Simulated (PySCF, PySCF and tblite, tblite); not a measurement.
# C7H6O3: conformers and averaged spectra

Which conformers does C7H6O3 (`O=C(O)[C@]12C=C[C@H](C=C1)O2`) populate, and what do their averaged NMR parameters look like?

Programs: PySCF 2.14.0 with density-fitted response routines of our own, and tblite 0.8.0. All values are computed, except where a source is named. Atoms count from 0 throughout.

## (1) The starting structure

16 atoms, charge 0, multiplicity 1; geometry from: MMFF94s geometry.

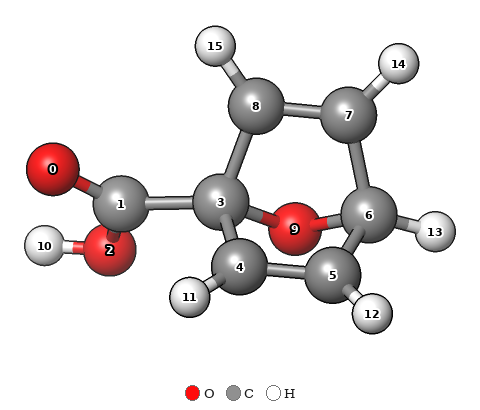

The starting geometry (oxygen red, carbon grey, hydrogen white), atoms numbered.

## (2) GFN2-xTB relaxation, conformer 1

The job: settings as JSON, then the geometry in Å.

```
{"job": {"xc": "GFN2-xTB", "basis": "xTB", "kind": "relax"}, "charge": 0, "multiplicity": 1}
O      2.152300    -0.043600     1.955300
C      1.829600     0.207100     0.787000
O      2.770300     0.697300    -0.047900
C      0.431700     0.038900     0.163700
C     -0.577200     1.096600     0.567600
C     -1.568600     1.014600    -0.356300
C     -1.162700    -0.098400    -1.289100
C     -1.180100    -1.411700    -0.542900
C     -0.192600    -1.340500     0.366600
O      0.274400     0.118000    -1.259600
H      3.576000     0.753700     0.481200
H     -0.524600     1.745900     1.418800
H     -2.482700     1.584800    -0.380700
H     -1.533500    -0.079000    -2.310700
H     -1.890400    -2.212300    -0.690600
H      0.070500    -2.062600     1.126200
```

Launch:

```sh
$ OMP_NUM_THREADS=1 python ens_run.py task.json out
```

This one command runs the whole study; its stages follow in the order run.

The log of the run:

```text
step      E/eV     max force
  0    -820.73292    2.769
  1    -820.85987    2.563
  2    -820.93401    0.809
  3    -820.96753    0.667
  4    -821.00717    0.725
  5    -821.01885    0.316
  6    -821.02888    0.329
  7    -821.03869    0.272
  8    -821.04190    0.173
  9    -821.04529    0.165
 10    -821.04779    0.199
 11    -821.04995    0.138
 12    -821.05152    0.086
 13    -821.05273    0.085
 14    -821.05387    0.107
 15    -821.05474    0.080
 16    -821.05543    0.085
 17    -821.05614    0.099
 18    -821.05707    0.108
 19    -821.05823    0.108
 20    -821.05935    0.085
 21    -821.06010    0.052
 22    -821.06049    0.040
 23    -821.06071    0.033
 24    -821.06071    0.033
 25    -821.06079    0.030
 26    -821.06093    0.032
 27    -821.06101    0.036
 28    -821.06125    0.052
 29    -821.06141    0.054
 30    -821.06155    0.038
 31    -821.06166    0.032
 32    -821.06173    0.033
 33    -821.06177    0.021
 34    -821.06182    0.024
 35    -821.06186    0.023
 36    -821.06190    0.022
 37    -821.06193    0.014
 38    -821.06195    0.009
 39    -821.06197    0.010
 40    -821.06198    0.009
 41    -821.06200    0.009
 42    -821.06202    0.012
 43    -821.06204    0.014
 44    -821.06206    0.013
 45    -821.06207    0.011
 46    -821.06209    0.009
 47    -821.06210    0.012
 48    -821.06211    0.011
 49    -821.06211    0.006
 50    -821.06212    0.004
 51    -821.06212    0.004
 52    -821.06212    0.006
 53    -821.06213    0.004
 54    -821.06213    0.006
 55    -821.06213    0.005
 56    -821.06214    0.005
 57    -821.06214    0.004
 58    -821.06214    0.005
 59    -821.06215    0.008
 60    -821.06216    0.008
 61    -821.06217    0.009
 62    -821.06218    0.009
 63    -821.06219    0.012
 64    -821.06221    0.011
 65    -821.06224    0.012
 66    -821.06226    0.013
 67    -821.06229    0.014
 68    -821.06231    0.014
 69    -821.06235    0.015
 70    -821.06240    0.022
 71    -821.06246    0.023
 72    -821.06252    0.022
 73    -821.06258    0.033
 74    -821.06256    0.083
 75    -821.06268    0.023
 76    -821.06272    0.020
 77    -821.06281    0.026
 78    -821.06282    0.020
 79    -821.06284    0.014
 80    -821.06286    0.008
 81    -821.06287    0.011
 82    -821.06288    0.018
 83    -821.06288    0.009
 84    -821.06289    0.005
 85    -821.06289    0.003
```

Wall time 0.58 s (1 thread of Arm Neoverse V1, shared host).

The energy fell by 0.330 eV, and the atoms moved 0.13 Å (root mean square).

GFN2-xTB relaxation, conformer 2:

The job: settings as JSON, then the geometry in Å.

```
{"job": {"xc": "GFN2-xTB", "basis": "xTB", "kind": "relax"}, "charge": 0, "multiplicity": 1}
O      1.791000    -1.632100    -1.736100
C      1.621900    -0.941700    -0.743900
O      2.691400    -0.735900     0.094100
C      0.332100    -0.248700    -0.258200
C      0.346400     1.260000    -0.228200
C     -0.951300     1.639500    -0.235300
C     -1.744800     0.364400    -0.245900
C     -1.536200    -0.377100     1.058600
C     -0.245600    -0.770100     1.056700
O     -0.852600    -0.433700    -1.069400
H      3.407100    -1.226200    -0.346800
H      1.216900     1.887800    -0.187500
H     -1.345900     2.642300    -0.173300
H     -2.741600     0.381500    -0.675400
H     -2.277400    -0.515800     1.833500
H      0.281000    -1.285300     1.845600
```

The log of the run:

```text
step      E/eV     max force
  0    -820.71374    2.012
  1    -820.83644    1.976
  2    -820.89940    0.775
  3    -820.93017    0.546
  4    -820.96909    0.496
  5    -820.98388    0.353
  6    -821.00641    0.448
  7    -821.01695    0.230
  8    -821.02078    0.140
  9    -821.02373    0.120
 10    -821.02560    0.146
 11    -821.02683    0.117
 12    -821.02780    0.092
 13    -821.02887    0.097
 14    -821.02999    0.103
 15    -821.03108    0.100
 16    -821.03184    0.057
 17    -821.03223    0.046
 18    -821.03244    0.035
 19    -821.03244    0.035
 20    -821.03253    0.034
 21    -821.03266    0.024
 22    -821.03270    0.018
 23    -821.03276    0.015
 24    -821.03278    0.015
 25    -821.03279    0.012
 26    -821.03280    0.012
 27    -821.03281    0.009
 28    -821.03282    0.007
 29    -821.03282    0.008
 30    -821.03283    0.007
 31    -821.03283    0.005
 32    -821.03284    0.003
```

It took 0.22 s on 1 thread of Arm Neoverse V1, shared host.

Relaxing gained 0.319 eV and moved the atoms by 0.08 Å on average (rms).

## (3) Shieldings, conformer 1: KT2/pcSseg-1 in acetonitrile

The job: settings as JSON, then the geometry in Å.

```
{"job": {"xc": "KT2", "basis": "pcSseg-1", "solvent": "acetonitrile", "kind": "nmr", "pop": true}, "charge": 0, "multiplicity": 1}
O      2.025490     0.161721     1.956547
C      1.801227     0.245554     0.777088
O      2.732633     0.515274    -0.128681
C      0.435488     0.057544     0.183451
C     -0.644143     1.063992     0.631309
C     -1.573771     0.989204    -0.304939
C     -1.054356    -0.062693    -1.293058
C     -1.149628    -1.394620    -0.538257
C     -0.219057    -1.322318     0.397313
O      0.343738     0.179858    -1.228831
H      3.598591     0.630850     0.296578
H     -0.575790     1.636239     1.532572
H     -2.511145     1.497187    -0.400333
H     -1.427410    -0.029542    -2.310728
H     -1.860458    -2.164144    -0.758243
H      0.070993    -1.995162     1.176803
```

The log of the run:

```text
coarse grid: 14584 points
cycle   1  E = -503.6186869352  dE =  1.953e+00  |g| = 1.236e+00  |ddm| = 3.975e+00
cycle   2  E = -502.7416367285  dE =  8.771e-01  |g| = 2.421e+00  |ddm| = 3.245e+00
cycle   3  E = -503.8516453482  dE = -1.110e+00  |g| = 4.799e-01  |ddm| = 2.559e+00
cycle   4  E = -503.8945969064  dE = -4.295e-02  |g| = 1.736e-01  |ddm| = 4.614e-01
cycle   5  E = -503.8994645614  dE = -4.868e-03  |g| = 5.821e-02  |ddm| = 1.473e-01
cycle   6  E = -503.9002125670  dE = -7.480e-04  |g| = 1.448e-02  |ddm| = 6.868e-02
cycle   7  E = -503.9002487948  dE = -3.623e-05  |g| = 5.730e-03  |ddm| = 1.803e-02
cycle   8  E = -503.9002546945  dE = -5.900e-06  |g| = 1.880e-03  |ddm| = 5.565e-03
final grid: 144312 points
cycle   9  E = -504.0193549457  dE = -3.794e-04  |g| = 1.549e-02  |ddm| = 1.384e-01
cycle  10  E = -504.0193131423  dE =  4.180e-05  |g| = 2.005e-02  |ddm| = 3.487e-02
cycle  11  E = -504.0193996726  dE = -8.653e-05  |g| = 5.733e-03  |ddm| = 2.433e-02
cycle  12  E = -504.0194079836  dE = -8.311e-06  |g| = 1.368e-03  |ddm| = 6.023e-03
cycle  13  E = -504.0194084337  dE = -4.500e-07  |g| = 3.896e-04  |ddm| = 1.761e-03
cycle  14  E = -504.0194084641  dE = -3.042e-08  |g| = 1.270e-04  |ddm| = 4.431e-04
cycle  15  E = -504.0194084661  dE = -2.047e-09  |g| = 7.328e-05  |ddm| = 1.428e-04
cycle  16  E = -504.0194084671  dE = -1.006e-09  |g| = 1.476e-05  |ddm| = 5.479e-05
cycle  17  E = -504.0194084672  dE = -3.683e-11  |g| = 4.410e-06  |ddm| = 1.589e-05
converged SCF energy = -504.0194084672

GIAO shielding tensors (ppm)
atom      isotropic    diamagn.    paramagn.     s11        s22        s33       span
  0 O      -45.266     404.537    -449.803   -237.600   -157.664    259.466    497.066
  1 C       18.120     246.414    -228.294    -72.294     51.219     75.435    147.729
  2 O      118.908     390.971    -272.064    -31.097    169.379    218.441    249.538
  3 C       91.547     247.987    -156.440     77.837     79.672    117.132     39.296
  4 C       38.538     246.892    -208.354    -81.385     54.172    142.828    224.212
  5 C       38.780     251.368    -212.588    -84.475     47.489    153.326    237.801
  6 C       99.268     246.305    -147.036     79.280     88.136    130.389     51.108
  7 C       38.759     251.385    -212.626    -84.373     47.373    153.277    237.650
  8 C       38.761     246.841    -208.080    -81.076     54.278    143.081    224.157
  9 O       88.233     398.831    -310.598     59.158     89.617    115.923     56.765
 10 H       24.270      27.365      -3.095     18.623     21.555     32.631     14.009
 11 H       24.078      31.182      -7.104     20.554     24.601     27.078      6.523
 12 H       23.992      30.772      -6.780     21.520     24.680     25.776      4.256
 13 H       25.773      30.649      -4.876     23.390     23.504     30.425      7.035
 14 H       23.995      30.767      -6.772     21.529     24.677     25.780      4.251
 15 H       24.076      31.184      -7.108     20.574     24.583     27.071      6.497
```

Run time: 38 s. Hardware: 1 thread of Arm Neoverse V1, shared host; peak memory 0.77 GiB.

In short: HOMO -5.60 eV, LUMO -1.98 eV; dipole 1.92 D.

The fields below are evaluated on a grid from the run's orbitals.

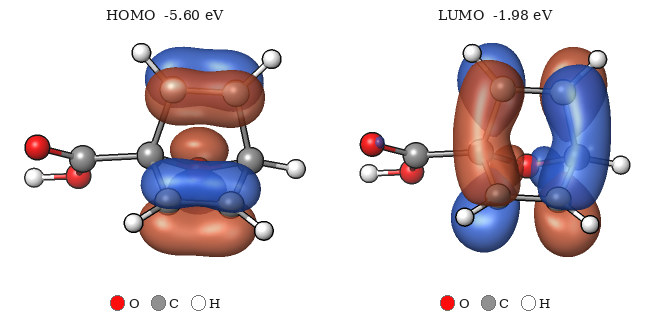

Frontier orbitals at KT2/pcSseg-1; each surface holds 70 % of the orbital's density, blue and red mark the sign.

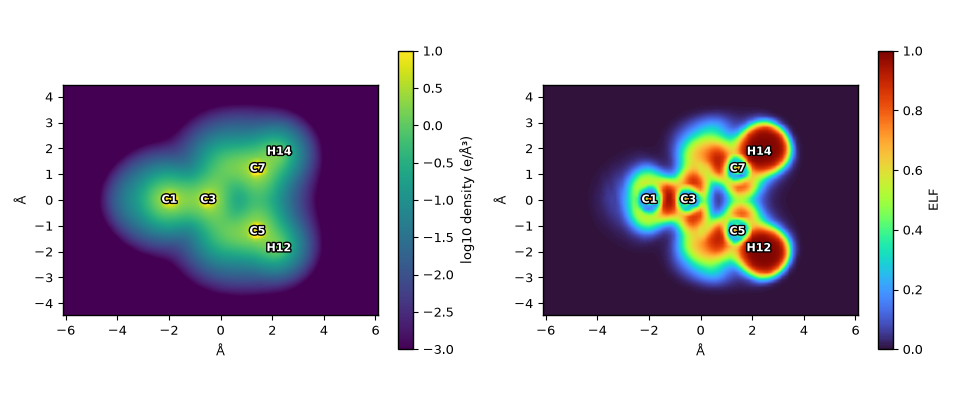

Density (left) and ELF (right) in a plane through or near 6 of the atoms.

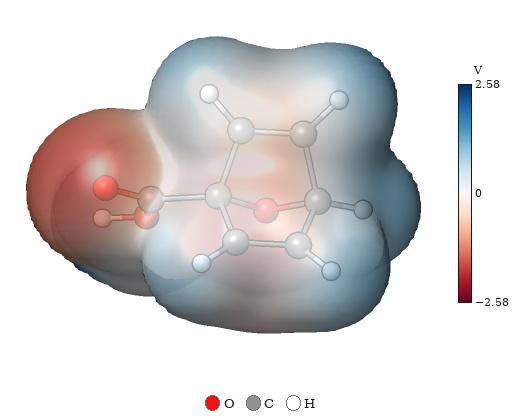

Electrostatic potential on the surface of density 0.002 e/bohr³; red is low, blue high. It runs, from the 1st to the 99th percentile, from -1.84 V near O9 to 2.58 V near H10.

## (4) Single-point energy, conformer 1: PBE0/def2-SVP in acetonitrile

Changed since step 3:

```diff
@@ -1,2 +1,2 @@
-{"job": {"xc": "KT2", "basis": "pcSseg-1", "solvent": "acetonitrile", "kind": "nmr", "pop": true}, "charge": 0, "multiplicity": 1}
+{"job": {"xc": "PBE0", "basis": "def2-SVP", "solvent": "acetonitrile", "kind": "sp"}, "charge": 0, "multiplicity": 1}
 O      2.025490     0.161721     1.956547
```

The log of the run:

```text
coarse grid: 14584 points
cycle   1  E = -494.7446554653  dE =  2.111e+00  |g| = 1.039e+00  |ddm| = 4.720e+00
cycle   2  E = -494.4178940316  dE =  3.268e-01  |g| = 1.687e+00  |ddm| = 2.271e+00
cycle   3  E = -494.9404252205  dE = -5.225e-01  |g| = 2.303e-01  |ddm| = 1.504e+00
cycle   4  E = -494.9497895247  dE = -9.364e-03  |g| = 8.756e-02  |ddm| = 2.533e-01
cycle   5  E = -494.9511486824  dE = -1.359e-03  |g| = 1.955e-02  |ddm| = 7.433e-02
cycle   6  E = -494.9512343297  dE = -8.565e-05  |g| = 4.677e-03  |ddm| = 2.377e-02
cycle   7  E = -494.9512385734  dE = -4.244e-06  |g| = 1.379e-03  |ddm| = 5.909e-03
final grid: 144312 points
cycle   8  E = -495.0420987926  dE = -2.065e-05  |g| = 1.440e-02  |ddm| = 4.322e-02
cycle   9  E = -495.0420424855  dE =  5.631e-05  |g| = 2.264e-02  |ddm| = 3.111e-02
cycle  10  E = -495.0421393319  dE = -9.685e-05  |g| = 1.897e-03  |ddm| = 1.874e-02
cycle  11  E = -495.0421400633  dE = -7.314e-07  |g| = 4.135e-04  |ddm| = 1.854e-03
cycle  12  E = -495.0421400937  dE = -3.041e-08  |g| = 1.359e-04  |ddm| = 4.720e-04
cycle  13  E = -495.0421400975  dE = -3.850e-09  |g| = 2.070e-05  |ddm| = 1.575e-04
cycle  14  E = -495.0421400976  dE = -8.731e-11  |g| = 6.082e-06  |ddm| = 3.789e-05
converged SCF energy = -495.0421400976
```

Run time: 14 s. Hardware: 1 thread of Arm Neoverse V1, shared host; peak memory 0.66 GiB.

This run: HOMO -6.73 eV, LUMO -0.84 eV; dipole 1.78 D.

## (5) Shieldings, conformer 2: KT2/pcSseg-1 in acetonitrile

The job: settings as JSON, then the geometry in Å.

```
{"job": {"xc": "KT2", "basis": "pcSseg-1", "solvent": "acetonitrile", "kind": "nmr", "pop": false}, "charge": 0, "multiplicity": 1}
O      1.675239    -1.615642    -1.767928
C      1.563279    -0.954449    -0.777511
O      2.584074    -0.721831     0.064123
C      0.317342    -0.276141    -0.288065
C      0.355287     1.263002    -0.190544
C     -0.915287     1.625963    -0.204432
C     -1.699601     0.311499    -0.298707
C     -1.501881    -0.364878     1.063373
C     -0.232366    -0.731445     1.079501
O     -0.825916    -0.461755    -1.108699
H      3.386371    -1.163271    -0.258622
H      1.259619     1.829015    -0.110551
H     -1.365448     2.595205    -0.142162
H     -2.704698     0.350039    -0.703425
H     -2.266839    -0.463525     1.805667
H      0.363228    -1.212841     1.826572
```

The log of the run:

```text
coarse grid: 14584 points
cycle   1  E = -503.6170994500  dE =  1.948e+00  |g| = 1.238e+00  |ddm| = 3.991e+00
cycle   2  E = -502.6996287438  dE =  9.175e-01  |g| = 2.467e+00  |ddm| = 3.557e+00
cycle   3  E = -503.8478308048  dE = -1.148e+00  |g| = 4.950e-01  |ddm| = 2.899e+00
cycle   4  E = -503.8939205079  dE = -4.609e-02  |g| = 1.776e-01  |ddm| = 5.009e-01
cycle   5  E = -503.8991192070  dE = -5.199e-03  |g| = 5.873e-02  |ddm| = 1.504e-01
cycle   6  E = -503.8998883906  dE = -7.692e-04  |g| = 1.661e-02  |ddm| = 6.962e-02
cycle   7  E = -503.8999369940  dE = -4.860e-05  |g| = 8.454e-03  |ddm| = 2.123e-02
cycle   8  E = -503.8999534629  dE = -1.647e-05  |g| = 2.201e-03  |ddm| = 8.375e-03
cycle   9  E = -503.8999545134  dE = -1.050e-06  |g| = 8.250e-04  |ddm| = 2.753e-03
final grid: 144312 points
cycle  10  E = -504.0192313136  dE = -3.857e-04  |g| = 1.517e-02  |ddm| = 1.362e-01
cycle  11  E = -504.0191930739  dE =  3.824e-05  |g| = 1.963e-02  |ddm| = 3.528e-02
cycle  12  E = -504.0192762875  dE = -8.321e-05  |g| = 5.921e-03  |ddm| = 2.533e-02
cycle  13  E = -504.0192828553  dE = -6.568e-06  |g| = 1.552e-03  |ddm| = 5.684e-03
cycle  14  E = -504.0192833254  dE = -4.701e-07  |g| = 3.957e-04  |ddm| = 1.699e-03
cycle  15  E = -504.0192833576  dE = -3.229e-08  |g| = 1.001e-04  |ddm| = 4.352e-04
cycle  16  E = -504.0192833590  dE = -1.319e-09  |g| = 5.518e-05  |ddm| = 1.405e-04
cycle  17  E = -504.0192833596  dE = -6.598e-10  |g| = 8.598e-06  |ddm| = 5.136e-05
converged SCF energy = -504.0192833596

GIAO shielding tensors (ppm)
atom      isotropic    diamagn.    paramagn.     s11        s22        s33       span
  0 O      -59.345     401.407    -460.752   -281.609   -175.307    278.882    560.490
  1 C       19.200     245.543    -226.343    -68.627     53.849     72.378    141.005
  2 O      122.810     393.623    -270.814    -25.309    152.654    241.085    266.394
  3 C       92.145     248.955    -156.810     75.107     79.010    122.319     47.213
  4 C       38.579     246.530    -207.951    -80.735     53.794    142.678    223.412
  5 C       38.114     251.266    -213.152    -85.563     46.763    153.144    238.707
  6 C       99.096     247.323    -148.227     77.967     88.176    131.146     53.179
  7 C       38.116     251.266    -213.150    -85.541     46.748    153.141    238.683
  8 C       38.609     246.517    -207.908    -80.684     53.819    142.693    223.377
  9 O       87.465     399.394    -311.928     56.262     90.613    115.522     59.260
 10 H       24.346      28.093      -3.748     18.625     21.744     32.668     14.044
 11 H       24.054      30.770      -6.716     20.564     24.328     27.269      6.705
 12 H       23.977      30.756      -6.779     21.495     24.653     25.783      4.287
 13 H       25.744      30.894      -5.150     23.386     23.482     30.363      6.977
 14 H       23.979      30.757      -6.779     21.497     24.654     25.784      4.287
 15 H       24.053      30.771      -6.718     20.567     24.324     27.269      6.702
```

Wall time 27 s (1 thread of Arm Neoverse V1, shared host); peak memory 0.8 GiB.

This run: HOMO -5.61 eV, LUMO -1.99 eV; dipole 4.32 D.

## (6) Single-point energy, conformer 2: PBE0/def2-SVP in acetonitrile

Changed since step 5:

```diff
@@ -1,2 +1,2 @@
-{"job": {"xc": "KT2", "basis": "pcSseg-1", "solvent": "acetonitrile", "kind": "nmr", "pop": false}, "charge": 0, "multiplicity": 1}
+{"job": {"xc": "PBE0", "basis": "def2-SVP", "solvent": "acetonitrile", "kind": "sp"}, "charge": 0, "multiplicity": 1}
 O      1.675239    -1.615642    -1.767928
```

The log of the run:

```text
coarse grid: 14584 points
cycle   1  E = -494.7433944045  dE =  2.105e+00  |g| = 1.041e+00  |ddm| = 4.718e+00
cycle   2  E = -494.3963691554  dE =  3.470e-01  |g| = 1.720e+00  |ddm| = 2.407e+00
cycle   3  E = -494.9393262932  dE = -5.430e-01  |g| = 2.409e-01  |ddm| = 1.661e+00
cycle   4  E = -494.9497140308  dE = -1.039e-02  |g| = 8.845e-02  |ddm| = 2.695e-01
cycle   5  E = -494.9511192882  dE = -1.405e-03  |g| = 1.970e-02  |ddm| = 7.773e-02
cycle   6  E = -494.9512075334  dE = -8.825e-05  |g| = 4.918e-03  |ddm| = 2.335e-02
cycle   7  E = -494.9512123340  dE = -4.801e-06  |g| = 1.812e-03  |ddm| = 6.450e-03
final grid: 144312 points
cycle   8  E = -495.0421196559  dE = -2.574e-05  |g| = 1.407e-02  |ddm| = 4.939e-02
cycle   9  E = -495.0420664543  dE =  5.320e-05  |g| = 2.200e-02  |ddm| = 3.129e-02
cycle  10  E = -495.0421590216  dE = -9.257e-05  |g| = 1.951e-03  |ddm| = 1.902e-02
cycle  11  E = -495.0421597773  dE = -7.557e-07  |g| = 3.963e-04  |ddm| = 1.852e-03
cycle  12  E = -495.0421598036  dE = -2.628e-08  |g| = 1.490e-04  |ddm| = 4.550e-04
cycle  13  E = -495.0421598082  dE = -4.610e-09  |g| = 3.095e-05  |ddm| = 1.690e-04
cycle  14  E = -495.0421598083  dE = -1.412e-10  |g| = 1.921e-05  |ddm| = 4.792e-05
converged SCF energy = -495.0421598083
```

It took 13 s on 1 thread of Arm Neoverse V1, shared host; peak memory 0.65 GiB.

This run: HOMO -6.73 eV, LUMO -0.85 eV; dipole 4.27 D.

## (7) Couplings, conformer 1: B3LYP/6-31G*+pcJ-1

The job: settings as JSON, then the geometry in Å.

```
{"job": {"xc": "B3LYP", "basis": {"default": "6-31G*", "H": "pcJ-1"}, "nuclei": ["H", "F", "P", "Si", "B"], "kind": "j"}, "charge": 0, "multiplicity": 1}
O      2.025490     0.161721     1.956547
C      1.801227     0.245554     0.777088
O      2.732633     0.515274    -0.128681
C      0.435488     0.057544     0.183451
C     -0.644143     1.063992     0.631309
C     -1.573771     0.989204    -0.304939
C     -1.054356    -0.062693    -1.293058
C     -1.149628    -1.394620    -0.538257
C     -0.219057    -1.322318     0.397313
O      0.343738     0.179858    -1.228831
H      3.598591     0.630850     0.296578
H     -0.575790     1.636239     1.532572
H     -2.511145     1.497187    -0.400333
H     -1.427410    -0.029542    -2.310728
H     -1.860458    -2.164144    -0.758243
H      0.070993    -1.995162     1.176803
```

The log of the run:

```text
coarse grid: 14584 points
cycle   1  E = -495.7527771345  dE =  2.177e+00  |g| = 1.156e+00  |ddm| = 4.173e+00
cycle   2  E = -495.2293455330  dE =  5.234e-01  |g| = 2.027e+00  |ddm| = 2.456e+00
cycle   3  E = -495.9850863651  dE = -7.557e-01  |g| = 3.611e-01  |ddm| = 1.730e+00
cycle   4  E = -496.0094366103  dE = -2.435e-02  |g| = 1.210e-01  |ddm| = 3.680e-01
cycle   5  E = -496.0119279562  dE = -2.491e-03  |g| = 3.538e-02  |ddm| = 1.034e-01
cycle   6  E = -496.0122020530  dE = -2.741e-04  |g| = 8.922e-03  |ddm| = 3.712e-02
cycle   7  E = -496.0122161527  dE = -1.410e-05  |g| = 3.317e-03  |ddm| = 9.218e-03
cycle   8  E = -496.0122182380  dE = -2.085e-06  |g| = 1.073e-03  |ddm| = 3.326e-03
final grid: 144312 points
cycle   9  E = -495.9302146079  dE = -3.677e-05  |g| = 7.332e-03  |ddm| = 3.177e-02
cycle  10  E = -495.9301941446  dE =  2.046e-05  |g| = 1.228e-02  |ddm| = 1.718e-02
cycle  11  E = -495.9302265894  dE = -3.244e-05  |g| = 2.284e-03  |ddm| = 1.110e-02
cycle  12  E = -495.9302277375  dE = -1.148e-06  |g| = 4.700e-04  |ddm| = 2.182e-03
cycle  13  E = -495.9302277787  dE = -4.116e-08  |g| = 1.780e-04  |ddm| = 5.253e-04
cycle  14  E = -495.9302277847  dE = -6.047e-09  |g| = 3.866e-05  |ddm| = 1.720e-04
cycle  15  E = -495.9302277850  dE = -2.813e-10  |g| = 1.236e-05  |ddm| = 4.417e-05
converged SCF energy = -495.9302277850

Indirect spin-spin couplings (Hz)
  i      j    bonds     total        FC       PSO       DSO        SD
 10 H   11 H    5     -0.338     0.021     0.801    -1.160         -
 10 H   12 H    6     -0.241     0.220     0.933    -1.395         -
 10 H   13 H    6     -0.498    -0.012     1.037    -1.523         -
 10 H   14 H    6     -0.230     0.232     0.935    -1.397         -
 10 H   15 H    5     -0.345     0.018     0.808    -1.171         -
 11 H   12 H    3      5.980     6.576     0.637    -1.233         -
 11 H   13 H    4     -0.540     0.251     1.350    -2.141         -
 11 H   14 H    5     -0.748    -0.225     1.039    -1.562         -
 11 H   15 H    4      0.153     0.352     0.549    -0.748         -
 12 H   13 H    3      2.492     2.511     0.399    -0.418         -
 12 H   15 H    5     -0.748    -0.225     1.039    -1.562         -
 13 H   14 H    3      2.494     2.513     0.399    -0.418         -
 13 H   15 H    4     -0.544     0.247     1.350    -2.141         -
 14 H   15 H    3      5.982     6.577     0.639    -1.234         -
```

Wall time 33 s (1 thread of Arm Neoverse V1, shared host); peak memory 1.1 GiB.

This run: HOMO -6.18 eV, LUMO -0.77 eV; dipole 1.36 D.

(Part 1 of 2 ends here.)
